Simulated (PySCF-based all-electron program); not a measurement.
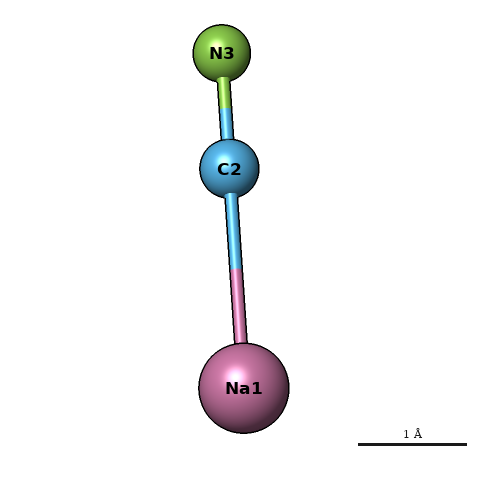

The picture comes from a calculation with PySCF-based all-electron program.

Numbered structure. Geometry: a fixed input geometry, not necessarily a minimum.

Question: How are the neighbours of atom 2 arranged?

Answer: C2 has 2 neighbours (Na1 at 2.23, N3 at 1.17 Å); the arrangement is linear.
